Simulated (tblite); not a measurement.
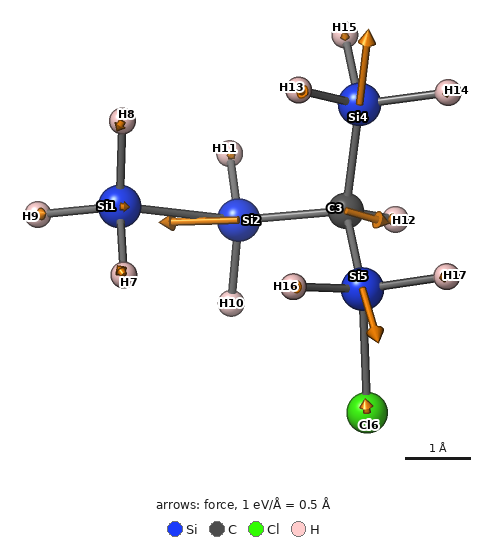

Starting geometry of CH₁₁ClSi₄ with the computed forces as orange arrows. The picture is a ball-and-stick view, seen at a tilt.

Theory: GFN2-xTB geometry optimisation, gas phase (tblite). 

**What follows when this structure is relaxed?**

It isn't relaxed: the largest force vector, on Si2, is 2.74 eV/Å. The final displacements have little in common with the starting forces (cosine between the two patterns 0.29). Over 72 geometry steps the energy falls by 0.370 eV. The largest move after the best rigid fit is that of H17, 0.26 Å. Largest moves by element: H 0.26 Å, Cl 0.21 Å, Si 0.14 Å, C 0.10 Å. Some distances before and after: Si2–C3 1.822 → 1.921 Å, C3–Si4 1.823 → 1.904 Å, C3–Si5 1.829 → 1.895 Å, Si5–Cl6 2.056 → 2.021 Å. Bond angles that change, for instance: Si1–Si2–H11 107.5° → 112.5°, Si1–Si2–H10 107.9° → 112.8°, Si4–C3–Si5 106.2° → 111.1°.
